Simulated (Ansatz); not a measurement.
# GeF (quartet): B2PLYP, PBE-QIDH, RPA-PBE over vertical spin and charge gaps, cc-pVDZ

Aim: run GeF (quartet) with these functionals over vertical spin and charge gaps, and hold them against the top wave-function level at the same points.

The runs use Ansatz 0.2.0, Gaussian basis; cc-pVDZ, all electrons in the functionals, frozen cores in the correlation of double hybrids and RPA.

To be run: B2PLYP, PBE-QIDH, RPA-PBE, at charge 0, quartet; charge 0, doublet; charge 0, sextet; charge 1, triplet; charge 1, quintet (not every functional at every point).

19 further runs of the same task are left out: 6 for a known fault of the program, 7 that didn't finish, 6 set aside as unsound or not needed.

## Step 1: The geometry

The geometry is a PBE0/def2-TZVP stationary point (not a proven minimum). No spin-orbit coupling is included. The filled d shell of Ge may be among the frozen orbitals whatever the setting's name suggests; the logs give the count.

2 atoms, charge 0, spin multiplicity 4.

Atoms are counted from 1 here; the program's logs count them from 0.

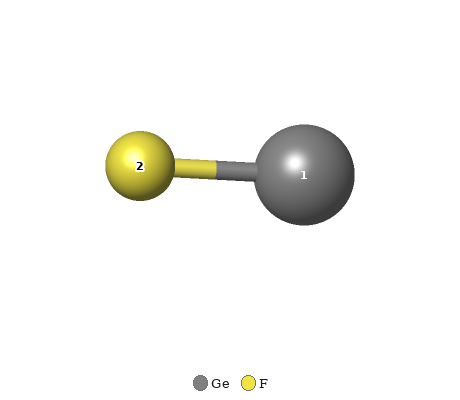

The geometry (germanium grey, fluorine yellow); atoms are numbered from 1 in the order of the file.

Geometry (Å):

```xyz
2
charge 0, multiplicity 4
Ge    0.00000    0.00000    0.00000
F     0.00000    0.00000    1.76250
```

No dispersion term is added.

The geometry shown and the zero of energy belong to the point charge 0, quartet. The yardstick, UCCSD(T), and other wave-function levels (R restricted, U unrestricted, valence and pair active spaces) come from earlier runs.

## Step 2: B2PLYP, charge 0, quartet

Input file in.yaml:

```yaml
crystal:
  periodic: [false, false, false]
  atoms:
    - {symbol: Ge, position_ang: [0.000000, 0.000000, 0.000000]}
    - {symbol: F, position_ang: [0.000000, 0.000000, 1.762500]}
basis:
  gaussian: {orbitals: cc-pVDZ}
magnetization: {spin_polarized: true, initial_magnetization: 3}
hamiltonian: {xc: {name: B2PLYP}}
correlation: {electrons: outside_noble_gas}
```

On the command line:

```
ansatz run in.yaml --threads 1 --pin off --events-out ev --progress --plain --max-ram 2393MiB
```

The program printed:

```text
Functional definition: B2PLYP
  name "B2PLYP"
  cite "Grimme, J. Chem. Phys. 124, 034108 (2006) doi:10.1063/1.2148954"
  cite "Becke, Phys. Rev. A 38, 3098 (1988) doi:10.1103/PhysRevA.38.3098"
  cite "Lee, Yang & Parr, Phys. Rev. B 37, 785 (1988) doi:10.1103/PhysRevB.37.785"
  parameter a = 0.53
  parameter c = 0.27
  exchange = (1 - a)*b88_x + a*exact_x
  correlation = (1 - c)*lyp_c + c*(mp2_os + mp2_ss)
460 factors; integrals over basis functions are off by at most 9.2e-4 eV
mean field evaluation 1: about -59213.7161 eV, gradient 1.1e1 eV
mean field evaluation 2: about -59213.7178 eV, gradient 1.1e1 eV
mean field evaluation 4: about -59214.4488 eV, gradient 2.9e0 eV
mean field evaluation 8: about -59214.5209 eV, gradient 1.4e-1 eV
mean field evaluation 16: about -59214.5215 eV, gradient 5.1e-6 eV
mean field -59214.52150719 eV, -2176.0935283450 hartree, gradient 5.1e-6 eV, S^2 3.756959; 0 other end points of the search recorded, 0 dependent functions left out
15 core orbitals not correlated: weight in the atoms' cores, before any rotation towards them, 0.916 or more for the frozen orbitals, at most 0.083 for the correlated occupied ones
reference -59214.52161092 eV, -2176.0935321568 hartree; 7, 4 occupied and 19, 22 virtual orbitals, 460 factors
second order -7.51649171 eV of doubles, -0.00000000 eV of singles
Total energy: -59216.55106368 eV, -2176.1681131702 hartree
```

Wall time 1.1 s (1 thread of Arm Neoverse V2, shared host).

From the report: ⟨S²⟩ of the determinant 3.757 (pure quartet: 3.75).

## Step 3: B2PLYP, charge 0, doublet

in.yaml: that of step 2 with these lines changed.

```diff
@@ -7,3 +7,3 @@
   gaussian: {orbitals: cc-pVDZ}
-magnetization: {spin_polarized: true, initial_magnetization: 3}
+magnetization: {spin_polarized: true, initial_magnetization: 1}
 hamiltonian: {xc: {name: B2PLYP}}
```

Launched as before.

The program printed, cut to the lines that bear on the results:

```text
Functional definition: B2PLYP
  name "B2PLYP"
  cite "Grimme, J. Chem. Phys. 124, 034108 (2006) doi:10.1063/1.2148954"
  cite "Becke, Phys. Rev. A 38, 3098 (1988) doi:10.1103/PhysRevA.38.3098"
  cite "Lee, Yang & Parr, Phys. Rev. B 37, 785 (1988) doi:10.1103/PhysRevB.37.785"
[...]
460 factors; integrals over basis functions are off by at most 9.2e-4 eV
[...]
mean field -59218.46334794 eV, -2176.2383883208 hartree, gradient 1.2e-6 eV, S^2 0.755063; 0 other end points of the search recorded, 0 dependent functions left out
15 core orbitals not correlated: weight in the atoms' cores, before any rotation towards them, 0.950 or more for the frozen orbitals, at most 0.057 for the correlated occupied ones
reference -59218.46344833 eV, -2176.2383920099 hartree; 6, 5 occupied and 20, 21 virtual orbitals, 460 factors
second order -8.25027581 eV of doubles, -0.00000000 eV of singles
Total energy: -59220.69102280 eV, -2176.3202538617 hartree
```

Run time: 1.1 s. Hardware: 1 thread of Arm Neoverse V2, shared host.

From the report: ⟨S²⟩ of the determinant 0.755 (pure doublet: 0.75).

From charge 0, quartet: -95.5 kcal/mol.

## Step 4: B2PLYP, charge 0, sextet

in.yaml: that of step 3 with these lines changed.

```diff
@@ -7,3 +7,3 @@
   gaussian: {orbitals: cc-pVDZ}
-magnetization: {spin_polarized: true, initial_magnetization: 1}
+magnetization: {spin_polarized: true, initial_magnetization: 5}
 hamiltonian: {xc: {name: B2PLYP}}
```

Launched as before.

The program printed, cut to the lines that bear on the results:

```text
Functional definition: B2PLYP
  name "B2PLYP"
  cite "Grimme, J. Chem. Phys. 124, 034108 (2006) doi:10.1063/1.2148954"
  cite "Becke, Phys. Rev. A 38, 3098 (1988) doi:10.1103/PhysRevA.38.3098"
  cite "Lee, Yang & Parr, Phys. Rev. B 37, 785 (1988) doi:10.1103/PhysRevB.37.785"
[...]
460 factors; integrals over basis functions are off by at most 9.2e-4 eV
[...]
mean field -59206.02903946 eV, -2175.7814359124 hartree, gradient 8.4e-6 eV, S^2 8.753536; 0 other end points of the search recorded, 0 dependent functions left out
15 core orbitals not correlated, not the lowest: weight in the atoms' cores, before any rotation towards them, 0.510 or more for the frozen orbitals, at most 0.488 for the correlated occupied ones
reference -59206.02914573 eV, -2175.7814398176 hartree; 8, 3 occupied and 18, 23 virtual orbitals, 460 factors
second order -5.27973849 eV of doubles, -0.00000000 eV of singles
Total energy: -59207.45467512 eV, -2175.8338270565 hartree
```

Wall time 1.1 s (1 thread of Arm Neoverse V2, shared host).

From the report: ⟨S²⟩ of the determinant 8.754 (pure sextet: 8.75).

From charge 0, quartet: +209.8 kcal/mol.

## Step 5: B2PLYP, charge 1, triplet

in.yaml: that of step 4 with these lines changed.

```diff
@@ -7,3 +7,4 @@
   gaussian: {orbitals: cc-pVDZ}
-magnetization: {spin_polarized: true, initial_magnetization: 5}
+total_charge: 1
+magnetization: {spin_polarized: true, initial_magnetization: 2}
 hamiltonian: {xc: {name: B2PLYP}}
```

Same command.

The program printed, cut to the lines that bear on the results:

```text
Functional definition: B2PLYP
  name "B2PLYP"
  cite "Grimme, J. Chem. Phys. 124, 034108 (2006) doi:10.1063/1.2148954"
  cite "Becke, Phys. Rev. A 38, 3098 (1988) doi:10.1103/PhysRevA.38.3098"
  cite "Lee, Yang & Parr, Phys. Rev. B 37, 785 (1988) doi:10.1103/PhysRevB.37.785"
[...]
460 factors; integrals over basis functions are off by at most 9.2e-4 eV
[...]
mean field -59206.41253714 eV, -2175.7955291920 hartree, gradient 6.0e-6 eV, S^2 2.017254; 2 other end points of the search recorded, 0 dependent functions left out
15 core orbitals not correlated: weight in the atoms' cores, before any rotation towards them, 0.946 or more for the frozen orbitals, at most 0.060 for the correlated occupied ones
reference -59206.41263627 eV, -2175.7955328351 hartree; 6, 4 occupied and 20, 22 virtual orbitals, 460 factors
second order -7.49151273 eV of doubles, -0.00000000 eV of singles
Total energy: -59208.43534471 eV, -2175.8698659991 hartree
```

Wall time 1.7 s (1 thread of Arm Neoverse V2, shared host).

From the report: ⟨S²⟩ of the determinant 2.017 (pure triplet: 2.00).

From charge 0, quartet: +187.2 kcal/mol.

## Step 6: B2PLYP, charge 1, quintet

in.yaml: that of step 5 with these lines changed.

```diff
@@ -8,3 +8,3 @@
 total_charge: 1
-magnetization: {spin_polarized: true, initial_magnetization: 2}
+magnetization: {spin_polarized: true, initial_magnetization: 4}
 hamiltonian: {xc: {name: B2PLYP}}
```

Same command.

The program printed, cut to the lines that bear on the results:

```text
Functional definition: B2PLYP
  name "B2PLYP"
  cite "Grimme, J. Chem. Phys. 124, 034108 (2006) doi:10.1063/1.2148954"
  cite "Becke, Phys. Rev. A 38, 3098 (1988) doi:10.1103/PhysRevA.38.3098"
  cite "Lee, Yang & Parr, Phys. Rev. B 37, 785 (1988) doi:10.1103/PhysRevB.37.785"
[...]
460 factors; integrals over basis functions are off by at most 9.2e-4 eV
[...]
mean field -59200.46892203 eV, -2175.5771053657 hartree, gradient 1.3e-6 eV, S^2 6.003402; 0 other end points of the search recorded, 0 dependent functions left out
15 core orbitals not correlated, not the lowest: weight in the atoms' cores, before any rotation towards them, 0.681 or more for the frozen orbitals, at most 0.317 for the correlated occupied ones
reference -59200.46902492 eV, -2175.5771091467 hartree; 7, 3 occupied and 19, 23 virtual orbitals, 460 factors
second order -5.05010538 eV of doubles, -0.00000000 eV of singles
Total energy: -59201.83255337 eV, -2175.6272178931 hartree
```

Run time: 1.1 s. Hardware: 1 thread of Arm Neoverse V2, shared host.

From the report: ⟨S²⟩ of the determinant 6.003 (pure quintet: 6.00).

From charge 0, quartet: +339.4 kcal/mol.

## Step 7: PBE-QIDH, charge 0, quartet

Input file in.yaml:

```yaml
crystal:
  periodic: [false, false, false]
  atoms:
    - {symbol: Ge, position_ang: [0.000000, 0.000000, 0.000000]}
    - {symbol: F, position_ang: [0.000000, 0.000000, 1.762500]}
basis:
  gaussian: {orbitals: cc-pVDZ}
magnetization: {spin_polarized: true, initial_magnetization: 3}
hamiltonian: {xc: {name: PBE-QIDH}}
correlation: {electrons: outside_noble_gas}
```

Same command.

The program printed, cut to the lines that bear on the results:

```text
Functional definition: PBE-QIDH
  name "PBE-QIDH"
  cite "Brémond, Sancho-García, Pérez-Jiménez & Adamo, J. Chem. Phys. 141, 031101 (2014) doi:10.1063/1.4890314"
  cite "Perdew, Burke & Ernzerhof, Phys. Rev. Lett. 77, 3865 (1996) doi:10.1103/PhysRevLett.77.3865"
[...]
460 factors; integrals over basis functions are off by at most 9.2e-4 eV
[...]
mean field -59206.54112281 eV, -2175.8002546284 hartree, gradient 2.0e-6 eV, S^2 3.756630; 0 other end points of the search recorded, 0 dependent functions left out
15 core orbitals not correlated: weight in the atoms' cores, before any rotation towards them, 0.935 or more for the frozen orbitals, at most 0.063 for the correlated occupied ones
reference -59206.54113146 eV, -2175.8002549461 hartree; 7, 4 occupied and 19, 22 virtual orbitals, 460 factors
second order -6.92250164 eV of doubles, -0.00000000 eV of singles
Total energy: -59208.84863201 eV, -2175.8850540271 hartree
```

Run time: 1.1 s. Hardware: 1 thread of Arm Neoverse V2, shared host.

From the report: ⟨S²⟩ of the determinant 3.757 (pure quartet: 3.75).

[end of part 1 of 2]
